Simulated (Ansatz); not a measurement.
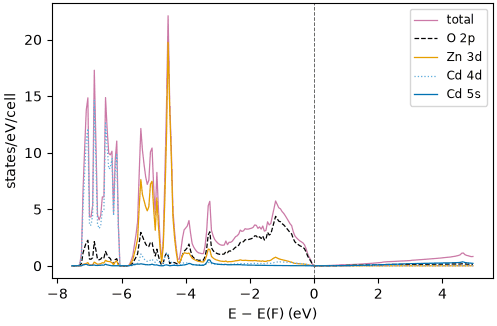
*Total and projected density of states of ZnCdO2 in space group P3m1 (No. 156; Zn on 1a, Cd on 1c, O on 1c, O on 1a), DFT-PBEsol in the program Ansatz with PAW potentials*

**Question.** Which orbitals carry the states next to the Fermi level?

**Answer.** Within 0.5 eV of the Fermi level: O 2p 80 %, Cd 4d 9 %, Zn 3d 8 %. Projections are on Löwdin-orthogonalised atomic valence shells; empty p or d shells of many metals are not among them.

**Question.** Where is the tallest occupied peak in this window, and what makes it?

**Answer.** Near -4.5 eV, about 22 states/eV per cell; the largest projected share is Zn 3d.

The workflow started from a Materials Project entry (that database holds measured and hypothetical structures alike); the Crystallography Open Database copy checked does not list it. Its standing as an ambient phase is unchecked. Symmetry was held in the PBEsol relaxation; of distortions, only those at the zone centre were tested. Spin–orbit coupling is left out wherever it is not named.

Potentials: the later of the program's two PAW sets.
